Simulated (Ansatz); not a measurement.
A ladder of methods for Si2H5 (SMILES [SiH2][SiH3])

Si2H5: 7 atoms, total charge 0, spin state doublet. As SMILES, `[SiH2][SiH3]`. Geometry: relaxed at PBE0-D4/def2-TZVP.

| atom | x (Å) | y (Å) | z (Å) |
| --- | --- | --- | --- |
| Si | -0.2096 | -1.3612 | -0.1911 |
| Si | 0.3579 | 0.8892 | -0.0620 |
| H | -0.0026 | -2.1239 | 1.0703 |
| H | -1.5736 | -1.6246 | -0.7256 |
| H | 0.2100 | 1.5028 | -1.4080 |
| H | -0.4958 | 1.6431 | 0.8986 |
| H | 1.7749 | 1.0068 | 0.3722 |

Quantity: the energy change with the Si1–H4 bond stretched from 1.488 to 1.861 Å, in eV. The values are calculated.

| level | kind | program | value (eV) | less FCI/STO-3G | CPU time (all runs) |
| --- | --- | --- | --- | --- | --- |
| UHF/STO-3G | Hartree–Fock | Ansatz | 1.63 | +0.43 | 0.36 s |
| USVWN5/STO-3G | LDA | Ansatz | 1.17 | -0.03 | 3 s |
| U-r2SCAN/STO-3G | meta-GGA | Ansatz | 1.23 | +0.03 | 14 s |
| UB3LYP/STO-3G | global hybrid | Ansatz | 1.22 | +0.02 | 5.7 s |
| U-wB97M-V/STO-3G | range-separated hybrid | Ansatz | 1.31 | +0.11 | 72 s |
| UMP2/STO-3G | perturbation theory | Ansatz | 1.40 | +0.20 | 0.37 s |
| UCCSDT(Q)/STO-3G | coupled cluster or CI | Ansatz | 1.20 | 0.00 | 2.3 s |
| FCI/STO-3G | exact in the basis | Ansatz | 1.20 | 0.00 | 51 s |

FCI/STO-3G is exact within its basis and frozen core, so for wave-function methods in that basis the difference is their error; functionals converge differently with the basis, so for them it is only a difference. The first shape isn't each level's own minimum. The values span 1.17 to 1.63 eV. All rows use very small basis sets, so none should be taken for the real molecule's value. Times are those of the runs behind each value, whatever else they computed, on shared processors of several kinds: orders of magnitude only.

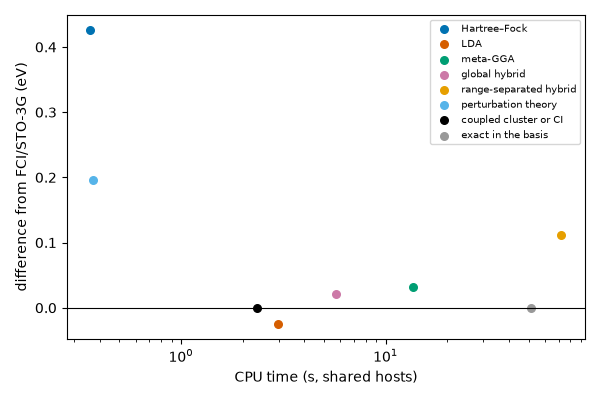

Difference from FCI/STO-3G against processor time, one point a level.
